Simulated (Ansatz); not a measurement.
Fields on a plane of Hf (hcp, Mg type)

```
CELL_PARAMETERS angstrom
      3.20421     0.00000     0.00000
     -1.60210     2.77493     0.00000
      0.00000     0.00000     5.06906
ATOMIC_POSITIONS crystal
  Hf 0.33333 0.66667 0.75000
  Hf 0.66667 0.33333 0.25000
```

The slice is a (1 -1 0 0) plane (indices of the conventional cell) through the point (0.667, 0.333, 0.250) (fractional), spanned by u = [110] and v = [001] in vectors of this cell: u (3.20 Å) and v (5.07 Å, at 90° to u). It covers one period; positions are fractions (u, v).

Atoms on it: Hf at (0.00, 0.00). Other atoms lie within 1 Å of the plane.

Calculation: PBE (plane waves to 420 eV, PAW, scalar-relativistic; Ansatz, a first-principles code). k mesh 17×17×9. Inside the PAW spheres the values are not all-electron values, and peaks at nuclei hang on which shells count as valence. Hf is run without spin polarisation. Hf was relaxed with its symmetry unable to fall. Spin-orbit coupling is left out, though Hf is heavy.

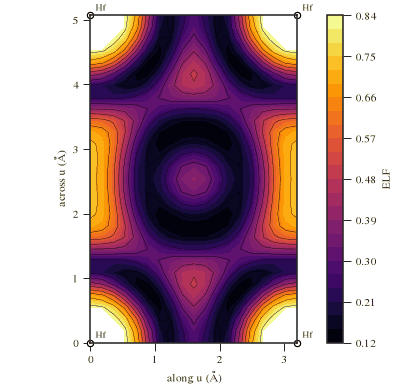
Electron localisation function (ELF), one period of the plane, atoms marked. Points within 0.5 Å of a nucleus are left white, as the pseudised field means little there.

```
v \ u  0.00  0.17  0.33  0.50  0.67  0.83
-----  ----  ----  ----  ----  ----  ----
0.86      x     x   3.5   8.2   3.5     x
0.71    6.6   6.9   6.7   6.2   6.7   6.9
0.57    9.5   6.9  <1.0     x  <1.0   6.9
0.43    9.5   6.9  <1.0     x  <1.0   6.9
0.29    6.6   6.9   6.7   6.2   6.7   6.9
0.14      x     x   3.5   8.2   3.5     x
0.00      x     x  <1.0   6.3  <1.0     x
```

Values: electrostatic potential energy of an electron, from the cell's mean, in eV. Points within 1 Å of a nucleus are blanked (x), as the pseudised field means little there. Values under 1 eV are set to 1. The zero, the cell's mean, hangs on the PAW cores.

- Density on the Hf–Hf line (3.20 Å) at its midpoint = 0.19 e/Å³
- ELF at that point = 0.29
